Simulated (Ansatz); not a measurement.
# C (graphite type, space group P6_3/mmc): scan of one atom of the cell

Relaxed C (graphite type, space group P6_3/mmc):

```xyz
4
Lattice="2.4554 0.0000 0.0000 -1.2277 2.1264 0.0000 0.0000 0.0000 6.6707" Properties=species:S:1:pos:R:3 pbc="T T T"
C      0.0000     0.0000     1.6677
C      0.0000     0.0000     5.0030
C      0.0000     1.4176     1.6677
C      1.2277     0.7088     5.0030
```

In each cell atom 2 (C, nearest neighbour C at 1.418 Å; its periodic images, 2.5 Å or more away, move with it) moves by s·(0.000, 0.000, 1.000) (along Cartesian z), the rest being held.

These are r2SCAN+rVV10 (plane waves to 500 eV, PAW, scalar-relativistic; Ansatz, a first-principles code) values and carry that method's errors. k mesh 12×12×4 (Γ-centred), Fermi-Dirac smearing 0.05 eV. E stands for the smeared free energy. Compression counts positive. With partly filled bands, energies and forces of such displacements shift with the k mesh and the smearing. C was relaxed with its symmetry unable to fall. ΔE is measured from the undisplaced structure.

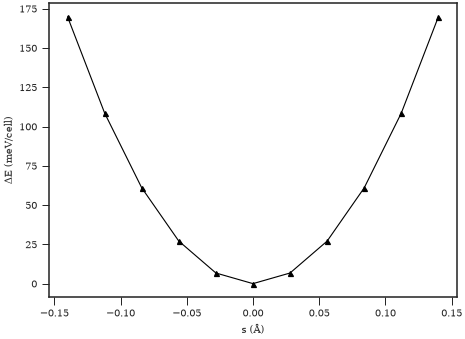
*ΔE (meV/cell) against s (Å); computed points joined by lines.*

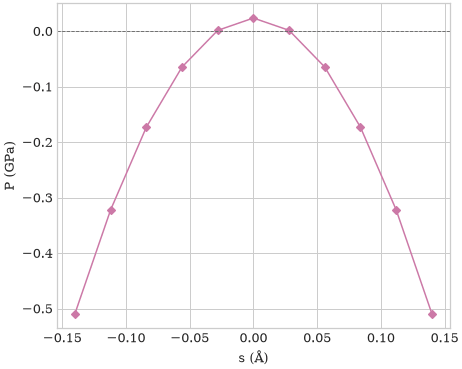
Figure: P (GPa) against s (Å); markers are the computed points, lines only join them.

The force constant k = d²E/ds² at s = 0 (finite differences) is 17.2 eV/Å² and the force along the line at s = -0.140 Å is 2.43 eV/Å. Harmonic estimate at the end of the scan: ½ks² = 169 meV/cell against the computed 170 meV/cell, so the well is close to harmonic there. Symmetry of the curve: even: the same for both signs. Shape of the curve: a single well with its minimum at or next to zero displacement.

The forces along the line at the two nearest points give (0.483 − (-0.483)) / (2·0.028) = 17.25 eV/Å²; the next pair corrects for the finite step.

(A displaced cell: forces are minus the slopes of the energy, force constants its curvatures, and phonons follow from these.)
